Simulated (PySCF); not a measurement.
# CH₆Cl₂OSi₂: NMR shifts at several levels of theory, part 1 of 2

Aim: compute the NMR shifts of CH₆Cl₂OSi₂ (`[SiH3]O[Si@@H](Cl)CCl`) at several levels, and see how far they spread and what each costs.

Programs: PySCF 2.14.0, with density-fitted response routines of our own. Each step states its level of theory. These are calculated values for one molecule in the gas phase, unless marked as measured. Atoms count from 0, in the outputs and in this text.

### Step 1. Starting geometry

12 atoms, charge 0, multiplicity 1; geometry from: GFN2-xTB. The atoms were then displaced at random by about 0.01 Å, so the start is not that level's minimum.

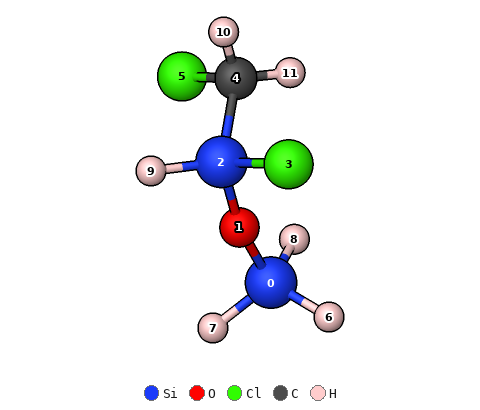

The starting geometry (silicon blue, oxygen red, chlorine green, carbon dark grey, hydrogen pink), atoms numbered; sticks join atoms by distance.

### Step 2. Geometry optimisation at PBE0-D3(BJ)/def2-SVP

The job: settings as JSON, then the geometry in Å.

```
{"job": {"xc": "PBE0", "basis": "def2-SVP", "d3": "d3bj", "grid": 1, "shake": 0.01, "kind": "geom"}, "charge": 0, "multiplicity": 1}
Si     2.073120     0.661950    -0.328150
O      0.818350    -0.352830    -0.031630
Si    -0.517940    -1.091330     0.484270
Cl    -0.057960    -2.002350     2.226980
C     -1.866190     0.195570     0.822860
Cl    -2.229420     1.110350    -0.664430
H      3.078350     0.390240     0.674420
H      2.480290     0.363550    -1.697220
H      1.514210     2.044010    -0.179850
H     -0.880130    -2.035230    -0.533080
H     -2.806890    -0.255720     1.162040
H     -1.566110     0.943510     1.584180
```

Command:

```bash
OMP_NUM_THREADS=1 python probes_run.py task.json out
```

The driver reads the jobs from task.json and runs them one after another.

Output:

```text
step   0  E = -1615.22480855  max force = 0.022619
step   1  E = -1615.23080735  max force = 0.006058
step   2  E = -1615.23121869  max force = 0.002966
step   3  E = -1615.23128801  max force = 0.001332
step   4  E = -1615.23136284  max force = 0.002608
step   5  E = -1615.23148287  max force = 0.005118
step   6  E = -1615.23168039  max force = 0.006698
step   7  E = -1615.23191336  max force = 0.004585
step   8  E = -1615.23206483  max force = 0.001035
step   9  E = -1615.23209126  max force = 0.001238
step  10  E = -1615.23214660  max force = 0.002789
step  11  E = -1615.23223676  max force = 0.003864
step  12  E = -1615.23236794  max force = 0.004015
step  13  E = -1615.23253110  max force = 0.002734
step  14  E = -1615.23269673  max force = 0.002123
step  15  E = -1615.23274103  max force = 0.002550
step  16  E = -1615.23277171  max force = 0.001618
step  17  E = -1615.23282247  max force = 0.001591
step  18  E = -1615.23287305  max force = 0.001915
step  19  E = -1615.23292657  max force = 0.001933
step  20  E = -1615.23294983  max force = 0.000944
step  21  E = -1615.23295896  max force = 0.000263
optimisation converged
```

Run time: 3 min. Hardware: 1 thread of Arm Neoverse V1, shared host; peak memory 0.56 GiB.

Relaxation path:

```
step  energy from step 0 (eV)  largest force component (eV/Å)
   0                   0.0000                          1.1631
   1                  -0.1632                          0.3115
   2                  -0.1744                          0.1525
   3                  -0.1763                          0.0685
   4                  -0.1784                          0.1341
   5                  -0.1816                          0.2632
   6                  -0.1870                          0.3444
   7                  -0.1933                          0.2358
   8                  -0.1975                          0.0532
   9                  -0.1982                          0.0637
  10                  -0.1997                          0.1434
  11                  -0.2021                          0.1987
  12                  -0.2057                          0.2065
  13                  -0.2101                          0.1406
  14                  -0.2146                          0.1092
  15                  -0.2159                          0.1311
  16                  -0.2167                          0.0832
  17                  -0.2181                          0.0818
  18                  -0.2194                          0.0985
  19                  -0.2209                          0.0994
  20                  -0.2215                          0.0485
  21                  -0.2218                          0.0135
```

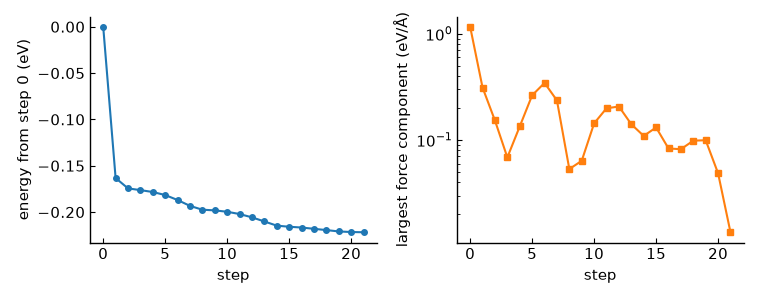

Energy and largest force along the relaxation.

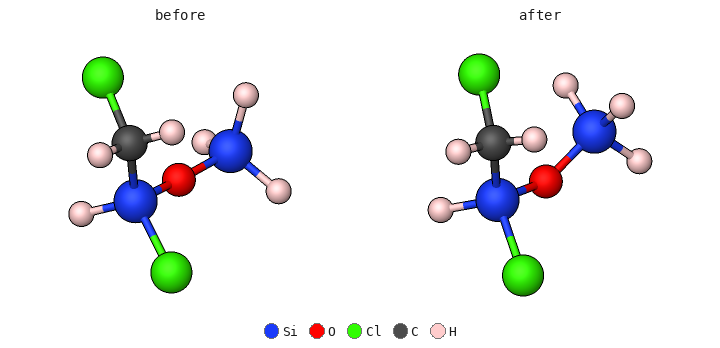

The geometry before (left) and after (right).

Close pairs (by a distance rule), those that changed most:

```
   bond  before (Å)  after (Å)  change (Å)
 Si2–H9       1.434      1.481      +0.046
Si2–Cl3       2.020      2.064      +0.045
 Si0–H6       1.445      1.489      +0.043
 Si0–H7       1.459      1.489      +0.030
 Si0–O1       1.641      1.667      +0.027
 O1–Si2       1.612      1.636      +0.025
 Si2–C4       1.894      1.879      -0.015
 C4–Cl5       1.783      1.793      +0.010
```

The end geometry stands in the next job.

```
                         at the end point                value
  point group (found at 0.08 Å tolerance)                   C1
rotational constants (GHz, main isotopes)  1.644, 1.080, 0.702
                        dipole moment (D)                 0.88
```

### Step 3. NMR shieldings: PBE0/pcSseg-1

The job: settings as JSON, then the geometry in Å.

```
{"job": {"kind": "nmr", "xc": "PBE0", "basis": "pcSseg-1", "pop": false}, "charge": 0, "multiplicity": 1}
Si     1.799060     0.916911    -0.189885
O      1.031868    -0.549250     0.015288
Si    -0.373637    -1.290280     0.406423
Cl    -0.115101    -2.386489     2.136497
C     -1.692737    -0.006240     0.783471
Cl    -1.821919     1.095239    -0.625708
H      3.252133     0.702213     0.054151
H      1.586960     1.408537    -1.579302
H      1.269707     1.910000     0.791099
H     -0.783993    -2.211427    -0.677805
H     -2.677534    -0.463627     0.958085
H     -1.429794     0.594673     1.666372
```

With the program's defaults for keys left out, this is: GIAO PBE0/pcSseg-1 NMR shielding, non-relativistic, gas phase.

Output:

```text
coarse grid: 12392 points
cycle   1  E = -1615.5614397328  dE =  4.327e-01  |g| = 7.573e-01  |ddm| = 3.179e+00
cycle   2  E = -1615.3767287720  dE =  1.847e-01  |g| = 1.246e+00  |ddm| = 1.492e+00
cycle   3  E = -1615.6646938679  dE = -2.880e-01  |g| = 1.129e-01  |ddm| = 1.034e+00
cycle   4  E = -1615.6673305766  dE = -2.637e-03  |g| = 3.792e-02  |ddm| = 1.543e-01
cycle   5  E = -1615.6676429697  dE = -3.124e-04  |g| = 7.046e-03  |ddm| = 4.551e-02
cycle   6  E = -1615.6676541212  dE = -1.115e-05  |g| = 2.048e-03  |ddm| = 9.519e-03
cycle   7  E = -1615.6676550846  dE = -9.635e-07  |g| = 7.053e-04  |ddm| = 2.425e-03
final grid: 101992 points
cycle   8  E = -1615.7097300114  dE = -1.682e-05  |g| = 8.754e-03  |ddm| = 1.458e-02
cycle   9  E = -1615.7097111413  dE =  1.887e-05  |g| = 1.296e-02  |ddm| = 1.403e-02
cycle  10  E = -1615.7097434233  dE = -3.228e-05  |g| = 1.214e-03  |ddm| = 9.160e-03
cycle  11  E = -1615.7097436401  dE = -2.168e-07  |g| = 3.135e-04  |ddm| = 1.055e-03
cycle  12  E = -1615.7097436624  dE = -2.235e-08  |g| = 6.285e-05  |ddm| = 2.751e-04
cycle  13  E = -1615.7097436633  dE = -8.813e-10  |g| = 1.445e-05  |ddm| = 7.542e-05
converged SCF energy = -1615.7097436633

GIAO shielding tensors (ppm)
atom      isotropic    diamagn.    paramagn.     s11        s22        s33       span
  0 Si     387.392     877.688    -490.296    343.940    359.865    458.371    114.431
  1 O      296.920     399.281    -102.361    264.371    294.847    331.543     67.172
  2 Si     365.002     877.120    -512.117    346.258    352.873    395.875     49.618
  3 Cl     882.335    1147.734    -265.399    748.960    890.057   1007.988    259.028
  4 C      150.045     255.791    -105.746    129.312    136.752    184.072     54.760
  5 Cl     934.486    1148.377    -213.891    835.363    882.606   1085.489    250.126
  6 H       26.287      27.502      -1.216     22.688     24.458     31.714      9.026
  7 H       26.183      28.471      -2.288     22.764     24.782     31.004      8.241
  8 H       26.225      29.210      -2.984     22.743     25.290     30.644      7.901
  9 H       26.091      27.429      -1.339     22.510     23.971     31.791      9.281
 10 H       28.493      28.757      -0.264     22.220     28.226     35.035     12.815
 11 H       28.332      30.910      -2.578     23.455     27.623     33.917     10.462
```

Run time: 18 s. Hardware: 1 thread of Arm Neoverse V1, shared host; peak memory 0.93 GiB.

The references, computed at this level on geometries of the same kind, shield at (ppm): ¹H TMS 31.27, ¹³C TMS 184.4, ²⁹Si TMS 352.0, ¹⁷O H2O 334.6, ³⁵Cl HCl 943. Their shielding less the atom's gives the shift. The references are single molecules in the gas phase, so shifts against H2O, NH3, PH3, H3PO4 or CFCl3 are not on the usual liquid scales and can be off by tens of ppm. Atoms listed in one row are averaged.

```
     atoms                                 environment  σ (ppm)  δ (ppm)  δ scaled to CDCl3
        C4                 sp3 CH2 bonded to Cl and Si    150.0     34.4               32.9
        H9    hydrogen on a silicon bonded to C, Cl, O    26.09     5.18                  –
H6, H7, H8           hydrogen on a silicon bonded to O    26.23     5.04                  –
       H11  hydrogen on an sp3 CH2 bonded to Cl and Si    28.33     2.93               3.00
       H10  hydrogen on an sp3 CH2 bonded to Cl and Si    28.49     2.77               2.84
       Si2               silicon bonded to C, Cl, O, H    365.0    -13.0                  –
       Si0                    silicon bonded to O, 3 H    387.4    -35.4                  –
        O1                       oxygen bonded to 2 Si    296.9     37.6                  –
       Cl3                       chlorine bonded to Si      882       61                  –
       Cl5                        chlorine bonded to C      934        9                  –
```

The scaled column applies a straight-line fit of computed shieldings to shifts measured in CDCl3, with any fitted terms for Cl, Br or S neighbours (root-mean-square error 0.21 ppm for H, 2.0 ppm for C).

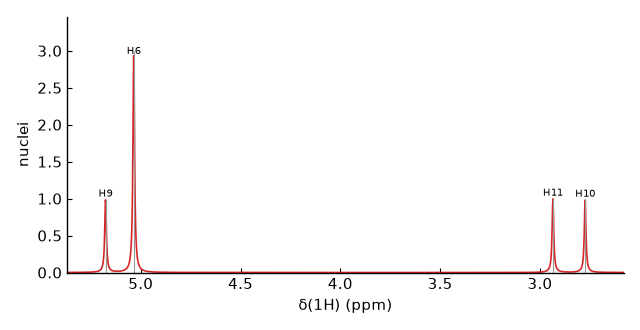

¹H lines at the computed shifts, without couplings. Lines are broadened to a width of 0.01 ppm (Lorentzian).

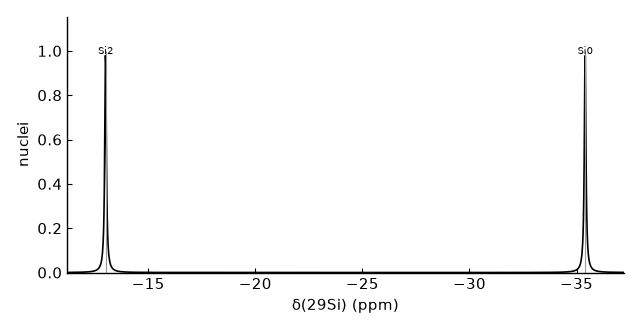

²⁹Si lines at the computed shifts, without couplings. Lines are broadened to a width of 0.09 ppm (Lorentzian).

### Step 4. Nuclear shieldings: mPW1PW91/pcSseg-1

The job, as its differences from that of step 3:

```diff
@@ -1,2 +1,2 @@
-{"job": {"kind": "nmr", "xc": "PBE0", "basis": "pcSseg-1", "pop": false}, "charge": 0, "multiplicity": 1}
+{"job": {"kind": "nmr", "xc": "mPW1PW91", "basis": "pcSseg-1", "pop": false}, "charge": 0, "multiplicity": 1}
 Si     1.799060     0.916911    -0.189885
```

Level: GIAO mPW1PW91/pcSseg-1 NMR shielding, non-relativistic, gas phase.

Output:

```text
coarse grid: 12392 points
cycle   1  E = -1616.2730478589  dE =  4.326e-01  |g| = 7.734e-01  |ddm| = 3.178e+00
cycle   2  E = -1616.0801779252  dE =  1.929e-01  |g| = 1.272e+00  |ddm| = 1.511e+00
cycle   3  E = -1616.3805917316  dE = -3.004e-01  |g| = 1.149e-01  |ddm| = 1.047e+00
cycle   4  E = -1616.3833315137  dE = -2.740e-03  |g| = 3.889e-02  |ddm| = 1.572e-01
cycle   5  E = -1616.3836563620  dE = -3.248e-04  |g| = 7.179e-03  |ddm| = 4.598e-02
cycle   6  E = -1616.3836680339  dE = -1.167e-05  |g| = 2.099e-03  |ddm| = 9.681e-03
cycle   7  E = -1616.3836690431  dE = -1.009e-06  |g| = 7.350e-04  |ddm| = 2.491e-03
final grid: 101992 points
cycle   8  E = -1616.4222818317  dE = -1.536e-05  |g| = 6.082e-03  |ddm| = 1.343e-02
cycle   9  E = -1616.4222731451  dE =  8.687e-06  |g| = 8.841e-03  |ddm| = 9.784e-03
cycle  10  E = -1616.4222883344  dE = -1.519e-05  |g| = 9.145e-04  |ddm| = 6.323e-03
cycle  11  E = -1616.4222884567  dE = -1.223e-07  |g| = 2.339e-04  |ddm| = 7.657e-04
cycle  12  E = -1616.4222884689  dE = -1.215e-08  |g| = 5.385e-05  |ddm| = 2.096e-04
cycle  13  E = -1616.4222884695  dE = -6.376e-10  |g| = 1.301e-05  |ddm| = 6.371e-05
converged SCF energy = -1616.4222884695

GIAO shielding tensors (ppm)
atom      isotropic    diamagn.    paramagn.     s11        s22        s33       span
  0 Si     386.200     877.759    -491.559    343.730    359.365    455.505    111.775
  1 O      296.617     399.535    -102.919    265.181    294.199    330.470     65.290
  2 Si     364.357     877.225    -512.867    345.843    352.370    394.858     49.015
  3 Cl     882.999    1147.947    -264.948    749.698    889.837   1009.463    259.765
  4 C      149.060     255.819    -106.759    128.257    135.767    183.157     54.900
  5 Cl     932.464    1148.613    -216.149    831.724    880.154   1085.514    253.791
  6 H       26.390      27.574      -1.183     22.795     24.563     31.813      9.018
  7 H       26.286      28.560      -2.273     22.872     24.893     31.094      8.222
  8 H       26.329      29.303      -2.974     22.849     25.410     30.727      7.878
  9 H       26.178      27.512      -1.335     22.599     24.068     31.866      9.268
 10 H       28.543      28.771      -0.228     22.295     28.279     35.056     12.761
 11 H       28.381      30.959      -2.578     23.524     27.674     33.945     10.421
```

It took 18 s on 1 thread of Arm Neoverse V1, shared host; peak memory 0.87 GiB.

Key values: δ C4 34.5, Si2 -13.5, Si0 -35.4, O1 36.7, H9 5.14, H6 4.98 ppm (means over like atoms).

### Step 5. Nuclear shieldings: WP04/pcSseg-1

The job, as its differences from that of step 4:

```diff
@@ -1,2 +1,2 @@
-{"job": {"kind": "nmr", "xc": "mPW1PW91", "basis": "pcSseg-1", "pop": false}, "charge": 0, "multiplicity": 1}
+{"job": {"kind": "nmr", "xc": "WP04", "basis": "pcSseg-1", "pop": false}, "charge": 0, "multiplicity": 1}
 Si     1.799060     0.916911    -0.189885
```

Method: GIAO WP04/pcSseg-1 NMR shielding, non-relativistic, gas phase.

Output:

```text
coarse grid: 12392 points
cycle   1  E = -1633.5205388405  dE =  4.223e-01  |g| = 1.165e+00  |ddm| = 3.263e+00
cycle   2  E = -1632.8993506765  dE =  6.212e-01  |g| = 2.076e+00  |ddm| = 2.460e+00
cycle   3  E = -1633.7363829467  dE = -8.370e-01  |g| = 2.880e-01  |ddm| = 1.937e+00
cycle   4  E = -1633.7523840204  dE = -1.600e-02  |g| = 8.942e-02  |ddm| = 3.357e-01
cycle   5  E = -1633.7540622720  dE = -1.678e-03  |g| = 2.254e-02  |ddm| = 1.070e-01
cycle   6  E = -1633.7541743012  dE = -1.120e-04  |g| = 6.381e-03  |ddm| = 2.837e-02
cycle   7  E = -1633.7541830660  dE = -8.765e-06  |g| = 2.141e-03  |ddm| = 7.080e-03
final grid: 101992 points
cycle   8  E = -1633.8019916260  dE = -1.958e-05  |g| = 6.149e-03  |ddm| = 1.667e-02
cycle   9  E = -1633.8019797645  dE =  1.186e-05  |g| = 1.018e-02  |ddm| = 9.369e-03
cycle  10  E = -1633.8019974490  dE = -1.768e-05  |g| = 9.788e-04  |ddm| = 6.527e-03
cycle  11  E = -1633.8019976262  dE = -1.772e-07  |g| = 1.569e-04  |ddm| = 9.641e-04
cycle  12  E = -1633.8019976317  dE = -5.447e-09  |g| = 3.835e-05  |ddm| = 2.127e-04
cycle  13  E = -1633.8019976319  dE = -2.879e-10  |g| = 1.243e-05  |ddm| = 4.542e-05
converged SCF energy = -1633.8019976319

GIAO shielding tensors (ppm)
atom      isotropic    diamagn.    paramagn.     s11        s22        s33       span
  0 Si     382.983     879.858    -496.876    348.810    363.026    437.111     88.301
  1 O      290.866     402.907    -112.041    270.967    287.363    314.269     43.302
  2 Si     363.549     879.717    -516.168    348.435    353.324    388.888     40.454
  3 Cl     881.823    1151.905    -270.082    747.428    869.665   1028.376    280.948
  4 C      134.210     256.333    -122.123    110.948    120.458    171.226     60.278
  5 Cl     882.968    1153.009    -270.041    752.608    805.435   1090.861    338.253
  6 H       27.381      28.289      -0.908     23.872     25.546     32.725      8.853
  7 H       27.271      29.664      -2.393     23.934     25.943     31.936      8.002
  8 H       27.312      30.538      -3.225     23.914     26.522     31.501      7.587
  9 H       27.021      28.518      -1.497     23.473     24.985     32.605      9.131
 10 H       28.818      28.568       0.250     22.977     28.586     34.892     11.915
 11 H       28.656      31.598      -2.941     24.085     28.005     33.879      9.795
```

Run time: 18 s. Hardware: 1 thread of Arm Neoverse V1, shared host; peak memory 0.89 GiB.

This run: δ C4 38.2, Si2 -24.9, Si0 -44.3, O1 26.7, H9 4.54, H6 4.24 ppm (means over like atoms).

### Step 6. NMR shieldings: B97-2/pcSseg-1

The job, as its differences from that of step 5:

```diff
@@ -1,2 +1,2 @@
-{"job": {"kind": "nmr", "xc": "WP04", "basis": "pcSseg-1", "pop": false}, "charge": 0, "multiplicity": 1}
+{"job": {"kind": "nmr", "xc": "B97-2", "basis": "pcSseg-1", "pop": false}, "charge": 0, "multiplicity": 1}
 Si     1.799060     0.916911    -0.189885
```

Method: GIAO B97-2/pcSseg-1 NMR shielding, non-relativistic, gas phase.

Output:

```text
coarse grid: 12392 points
cycle   1  E = -1616.3015976203  dE =  4.228e-01  |g| = 7.869e-01  |ddm| = 3.185e+00
cycle   2  E = -1616.0812384213  dE =  2.204e-01  |g| = 1.326e+00  |ddm| = 1.606e+00
cycle   3  E = -1616.4138043630  dE = -3.326e-01  |g| = 1.241e-01  |ddm| = 1.134e+00
cycle   4  E = -1616.4170933341  dE = -3.289e-03  |g| = 4.140e-02  |ddm| = 1.723e-01
cycle   5  E = -1616.4174598065  dE = -3.665e-04  |g| = 8.043e-03  |ddm| = 4.934e-02
cycle   6  E = -1616.4174752400  dE = -1.543e-05  |g| = 2.322e-03  |ddm| = 1.092e-02
cycle   7  E = -1616.4174764683  dE = -1.228e-06  |g| = 8.544e-04  |ddm| = 2.845e-03
final grid: 101992 points
cycle   8  E = -1616.4405088782  dE = -3.163e-05  |g| = 8.803e-03  |ddm| = 1.889e-02
cycle   9  E = -1616.4405012811  dE =  7.597e-06  |g| = 9.677e-03  |ddm| = 1.276e-02
cycle  10  E = -1616.4405164843  dE = -1.520e-05  |g| = 2.648e-03  |ddm| = 8.610e-03
cycle  11  E = -1616.4405176596  dE = -1.175e-06  |g| = 3.280e-04  |ddm| = 1.860e-03
cycle  12  E = -1616.4405176836  dE = -2.400e-08  |g| = 5.727e-05  |ddm| = 3.926e-04
cycle  13  E = -1616.4405176843  dE = -7.171e-10  |g| = 2.151e-05  |ddm| = 7.574e-05
converged SCF energy = -1616.4405176843

GIAO shielding tensors (ppm)
atom      isotropic    diamagn.    paramagn.     s11        s22        s33       span
  0 Si     394.588     877.842    -483.254    353.733    368.991    461.039    107.306
  1 O      297.525     399.791    -102.266    267.629    294.998    329.947     62.318
  2 Si     373.192     877.375    -504.183    355.198    361.613    402.763     47.565
  3 Cl     887.892    1148.339    -260.447    757.731    892.752   1013.194    255.462
  4 C      149.243     255.556    -106.313    128.498    135.839    183.392     54.894
  5 Cl     929.257    1149.037    -219.780    826.357    875.058   1086.355    259.998
  6 H       26.516      27.697      -1.182     22.929     24.692     31.926      8.997
  7 H       26.410      28.719      -2.309     23.003     25.025     31.203      8.200
  8 H       26.452      29.473      -3.021     22.979     25.541     30.835      7.856
  9 H       26.300      27.663      -1.364     22.726     24.195     31.978      9.253
 10 H       28.598      28.766      -0.168     22.392     28.346     35.055     12.663
 11 H       28.439      31.046      -2.607     23.609     27.739     33.968     10.358
```

Wall time 17 s (1 thread of Arm Neoverse V1, shared host); peak memory 0.87 GiB.

In short: δ C4 34.4, Si2 -15.8, Si0 -37.2, O1 34.1, H9 5.08, H6 4.92 ppm (means over like atoms).

### Step 7. NMR shieldings: BHandHLYP/pcSseg-1

The job, as its differences from that of step 6:

```diff
@@ -1,2 +1,2 @@
-{"job": {"kind": "nmr", "xc": "B97-2", "basis": "pcSseg-1", "pop": false}, "charge": 0, "multiplicity": 1}
+{"job": {"kind": "nmr", "xc": "BHandHLYP", "basis": "pcSseg-1", "pop": false}, "charge": 0, "multiplicity": 1}
 Si     1.799060     0.916911    -0.189885
```

With the program's defaults for keys left out, this is: GIAO BHandHLYP/pcSseg-1 NMR shielding, non-relativistic, gas phase.

Output:

```text
coarse grid: 12392 points
cycle   1  E = -1616.1931158530  dE =  4.480e-01  |g| = 7.315e-01  |ddm| = 3.114e+00
cycle   2  E = -1616.1546575125  dE =  3.846e-02  |g| = 8.915e-01  |ddm| = 1.143e+00
cycle   3  E = -1616.2989952114  dE = -1.443e-01  |g| = 7.173e-02  |ddm| = 6.414e-01
cycle   4  E = -1616.2999834585  dE = -9.882e-04  |g| = 3.029e-02  |ddm| = 1.026e-01
cycle   5  E = -1616.3001885624  dE = -2.051e-04  |g| = 5.268e-03  |ddm| = 3.470e-02
cycle   6  E = -1616.3001943006  dE = -5.738e-06  |g| = 1.753e-03  |ddm| = 6.049e-03
final grid: 101992 points
cycle   7  E = -1616.3243651307  dE = -5.735e-06  |g| = 1.568e-03  |ddm| = 7.868e-03
cycle   8  E = -1616.3243652856  dE = -1.549e-07  |g| = 1.393e-03  |ddm| = 2.052e-03
cycle   9  E = -1616.3243656069  dE = -3.213e-07  |g| = 2.544e-04  |ddm| = 9.953e-04
cycle  10  E = -1616.3243656186  dE = -1.176e-08  |g| = 6.312e-05  |ddm| = 2.351e-04
cycle  11  E = -1616.3243656196  dE = -9.900e-10  |g| = 1.699e-05  |ddm| = 7.749e-05
converged SCF energy = -1616.3243656196

GIAO shielding tensors (ppm)
atom      isotropic    diamagn.    paramagn.     s11        s22        s33       span
  0 Si     399.138     876.358    -477.220    360.679    376.218    460.516     99.836
  1 O      301.984     401.041     -99.056    278.141    297.384    330.427     52.286
  2 Si     375.894     875.755    -499.861    358.476    367.531    401.675     43.200
  3 Cl     901.931    1147.993    -246.061    774.671    904.941   1026.182    251.511
  4 C      149.925     254.851    -104.926    129.193    136.802    183.779     54.586
  5 Cl     953.620    1148.662    -195.042    859.208    907.671   1093.981    234.773
  6 H       26.749      27.714      -0.966     23.141     24.868     32.237      9.096
  7 H       26.655      28.686      -2.030     23.215     25.284     31.468      8.253
  8 H       26.718      29.442      -2.725     23.236     25.869     31.048      7.812
  9 H       26.570      27.647      -1.077     22.942     24.460     32.307      9.365
 10 H       28.701      28.755      -0.055     22.406     28.410     35.286     12.880
 11 H       28.554      30.996      -2.442     23.655     27.850     34.159     10.504
```

Wall time 16 s (1 thread of Arm Neoverse V1, shared host); peak memory 0.89 GiB.

Key values: δ C4 34.1, Si2 -17.5, Si0 -40.7, O1 32.8, H9 4.87, H6 4.74 ppm (means over like atoms).

(Continued in part 2 of 2.)
